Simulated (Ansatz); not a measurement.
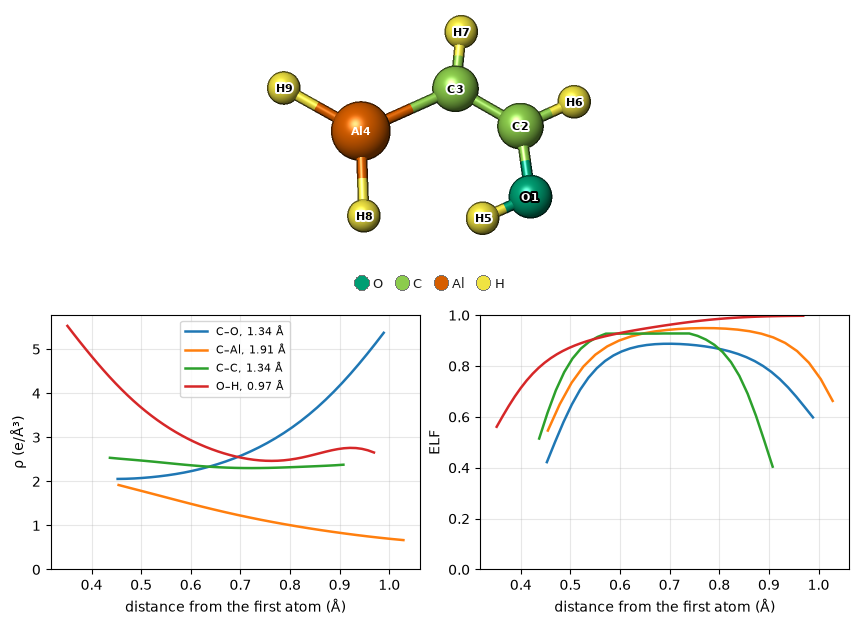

The picture shows: C2H5AlO. Electron density and electron localisation function along straight lines between neighbouring atoms. The curves leave out the atomic cores. The structure is drawn too.

Geometry: PBE0-D4/def2-TZVP.

These are results of RKS PBE0-D4/def2-TZVPP (Ansatz 0.2.0), not measurements.

```csv
atom,x (Å),y (Å),z (Å)
O,-0.1182,1.6650,-0.8406
C,0.5179,1.1854,0.2377
C,0.4928,-0.0765,0.7010
Al,-0.4994,-1.4873,-0.1276
H,-0.6212,0.9517,-1.2617
H,1.0837,1.9850,0.7123
H,1.0901,-0.2296,1.5960
H,-1.3166,-1.0629,-1.4374
H,-0.5405,-2.9768,0.4033
```

Question: What kind of bonding do the profiles show?

Answer: C–O (1.34 Å): the density is about 2.5 e/Å³ at the midpoint; the ELF peaks at about 0.90 between the atoms; a polar covalent bond.
C–Al (1.91 Å): ρ at the midpoint is about 0.75 e/Å³; the ELF peaks at about 0.95 between the atoms, as expected for a polar covalent bond.
C–C (1.34 Å): ρ at the midpoint is about 2.3 e/Å³; the ELF peaks at about 0.95 between the atoms; a short, multiple covalent bond.
O–H (0.97 Å): ρ at the midpoint is about 3.8 e/Å³; the ELF climbs to about 1 towards the hydrogen, as it does in any bond to H: a covalent bond by its length.
